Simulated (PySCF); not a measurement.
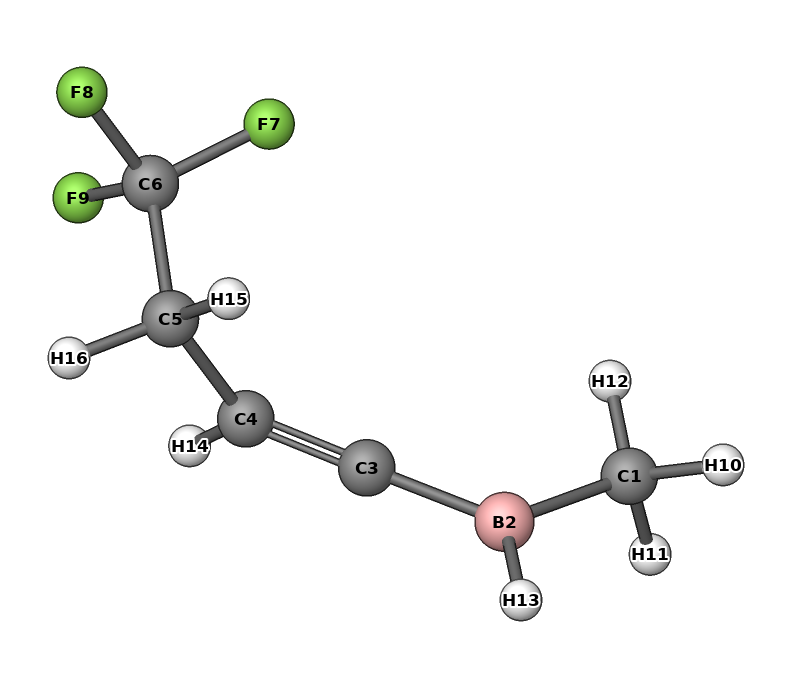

The questions are on Mulliken spin populations. State: neutral, doublet. Computed geometry: GFN2-xTB optimisation. No frequency run is at hand to confirm it as a minimum. Method: UKS B3LYP, pcH-1 on B C F H, non-relativistic (PySCF 2.14.0).

### Which atom carries the largest spin population?

C3 (0.80 e).

### Which atom has the lowest spin population?

C4 (−0.10 e); a negative value comes from spin polarisation.

List the Mulliken spin populations.

```json
{"atom": "C1", "value (e)": "−0.01"}
{"atom": "B2", "value (e)": "0.19"}
{"atom": "C3", "value (e)": "0.80"}
{"atom": "C4", "value (e)": "−0.10"}
{"atom": "C5", "value (e)": "0.05"}
{"atom": "C6", "value (e)": "0.00"}
{"atom": "F7", "value (e)": "0.00"}
{"atom": "F8", "value (e)": "0.00"}
{"atom": "F9", "value (e)": "0.00"}
{"atom": "H10", "value (e)": "0.01"}
{"atom": "H11", "value (e)": "0.01"}
{"atom": "H12", "value (e)": "0.00"}
{"atom": "H13", "value (e)": "0.00"}
{"atom": "H14", "value (e)": "0.06"}
{"atom": "H15", "value (e)": "0.00"}
{"atom": "H16", "value (e)": "0.00"}
```

Mulliken values depend strongly on the basis set. The geometry is semi-empirical. Around B such bond lengths and angles can be off by a tenth of an ångström or more and by several degrees, and values that hang on the shape move with them.
